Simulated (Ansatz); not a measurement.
## Fields on a plane of SnS2 (CdI2 type)

```
SnS2
1.0
    3.62596     0.00000     0.00000
   -1.81298     3.14018     0.00000
    0.00000     0.00000     5.57353
Sn S
1 2
Direct
  0.00000   0.00000   0.00000
  0.33333   0.66667   0.26441
  0.66667   0.33333   0.73559
```

The slice is a (1 -1 0 0) plane (indices of the conventional cell) through the point (0.333, 0.667, 0.264) (fractional), spanned by u = [110] and v = [001] in vectors of this cell: u (3.63 Å) and v (5.57 Å, at 90° to u). It covers one period; positions are fractions (u, v).

Atoms on it: S at (0.00, 0.00).

Calculation: PBEsol-D3(BJ) (plane waves to 420 eV, PAW, scalar-relativistic; Ansatz, a first-principles code). k mesh 11×11×6. Inside the PAW spheres the values are not all-electron values, and peaks at nuclei hang on which shells count as valence. SnS2 was relaxed with its symmetry unable to fall. The PAW data are Ansatz's earlier set.

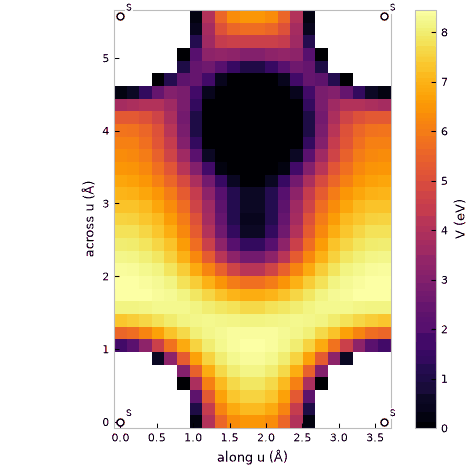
Figure: Electrostatic potential energy of an electron, from the cell's mean, in eV, one period of the plane, atoms marked. Points within 1 Å of a nucleus are left white, as the pseudised field means little there. Values under 0 eV are set to 0. The zero, the cell's mean, hangs on the PAW cores.

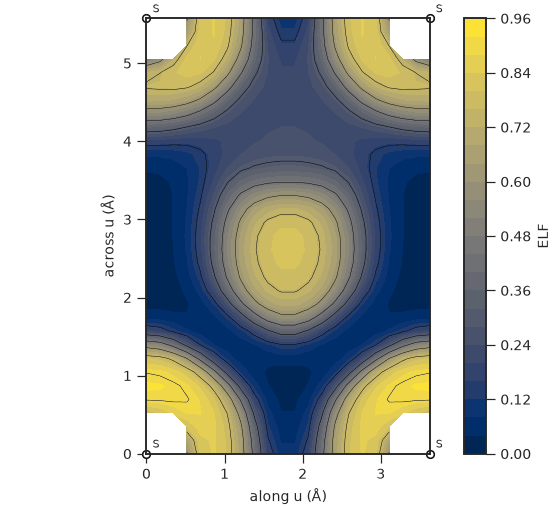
*Electron localisation function (ELF), one period of the plane, atoms marked. Points within 0.5 Å of a nucleus are left white, as the pseudised field means little there.*
